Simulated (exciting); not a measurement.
The B K edge of atom 7 in MgB2C2, space group Pnnm, with 3 C at 1.57 Å (trigonal planar, site symmetry m), was computed at 3 levels: exchange and screened direct term (singlet BSE), independent particles and screened direct term alone. Common settings: exciting, all-electron LAPW+lo, LDA, 3×2×6 shifted k points, 32 conduction bands, |G+q| up to 3 bohr⁻¹, full RPA screening with nempty = 61, Lorentzian half width 0.45 eV.

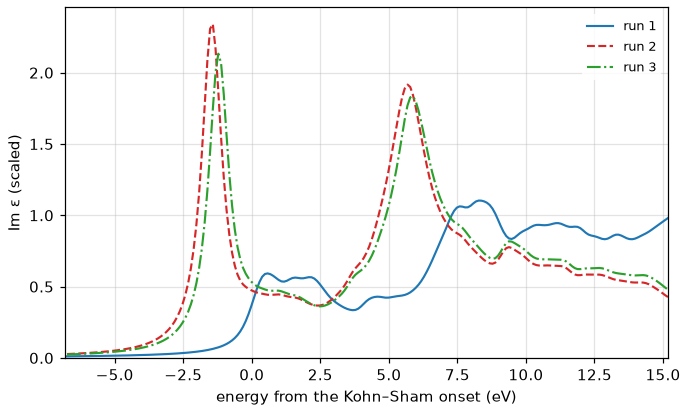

Energy from the Kohn–Sham onset, core level to the lowest empty state found on the meshes used; all runs on one relative scale.

Question: Which run is which, and why?

Run 1: independent particles; highest local maximum in the window at 8.3 eV. Run 2: screened direct term alone; highest local maximum in the window at -1.4 eV. Run 3: exchange and screened direct term (singlet BSE); highest local maximum in the window at -1.2 eV. The attractive direct term pulls weight down: the curves pass 0.32 at 0.0, -2.6 and -2.3 eV in the order of the runs. Exchange is repulsive: the centre of weight of the curve lies at 5.7 eV with it and at 5.4 eV without it. Fine structure above the first lines is partly noise of the 36-point mesh.

[Hosts, paths, dates, database ids (printed as entryN), source tags and the programs' standing remarks are cut or masked in the printed files.]
